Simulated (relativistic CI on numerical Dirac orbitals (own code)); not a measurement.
## Relativistic CI calculation for Cu³⁺

Cu³⁺. Computed at this level: Dirac-Coulomb-Breit CI, KLI orbitals optimised for each configuration, model QED (radiative potential, 1s self-energy scaled to tabulated hydrogen-like ionisation energies), Kramers-Heisenberg scattering through one core-hole configuration in a parametric crystal field (relativistic CI on numerical Dirac orbitals, in-house).

**Results in brief**

```tsv
quantity	value
outcome	converged
hardware	1 CPU thread, shared host
```

**Remarks**

To bear in mind: free-ion energies: absolute edge positions are off by a few eV from solids; atomic spin-orbit and Slater integrals without covalency.

**Input file**
```
atom Cu  Z=29  charge=3  electrons=26
nucleus A=63  rms_radius_fm=3.8823
hamiltonian dirac-coulomb  breit=on  qed=on  c_scale=1
orbitals kli  potential=per-configuration
slater_scale 1
correlation none
mixing on
configurations
  [Ar] 3d8
  [He] 2s2 2p5 3s2 3p6 3d9
end
rixs L2,3 T=300 core_hole_width=0.4
crystal_field Oh 10Dq=30050
```

The run was one of a batch that the task file lists, launched with:
```bash
python <driver script> task.json out
```

The program writes its results to a structured record and prints no log; tables and figures of this report are taken from that record.

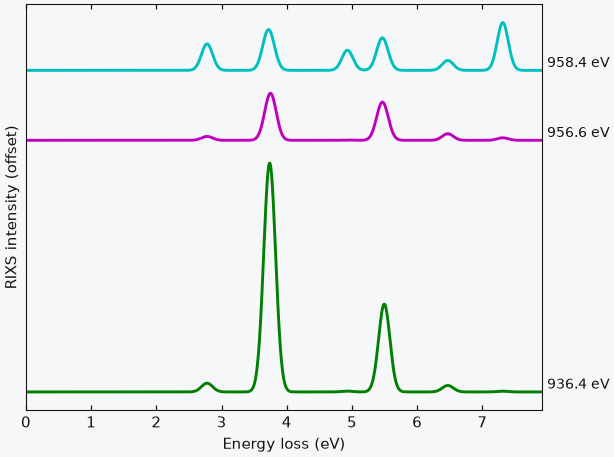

Figure 1. Resonant inelastic X-ray scattering at the L₂,₃ edge of Cu³⁺, [Ar] 3d⁸, in a field of Oh symmetry with 10Dq = 30,050 cm⁻¹, for three incident energies; the elastic line is left out and the lowest final levels are broadened by a Gaussian of 0.2 eV. Computed by the Kramers–Heisenberg formula on Dirac–Coulomb–Breit multiplets, Slater integrals scaled by 1, 300 K, core-hole width 0.4 eV, all polarisations summed. At 936.4 eV the curve peaks at 3.7 and 5.5 eV; among the strongest single levels are 3.76 eV (T₂, S = 1.0, 100 %), 3.70 eV (T₁, S = 1.0, 65 %) and 5.51 eV (E, S = 1.0, 34 %). At 956.6 eV the curve peaks at 2.8, 3.7, 5.5 and 6.5 eV; among the strongest single levels are 3.76 eV (T₂, S = 1.0, 31 %), 5.45 eV (T₁, S = 1.0, 19 %) and 5.50 eV (T₂, S = 1.0, 10 %). At 958.4 eV the curve peaks at 2.8, 3.7, 4.9, 5.5, 6.5 and 7.3 eV; among the strongest single levels are 7.31 eV (T₁, S = 0.0, 39 %), 2.78 eV (E, S = 0.0, 22 %) and 5.46 eV (A₁, S = 0.9, 21 %). Percentages refer to the strongest inelastic level of all.
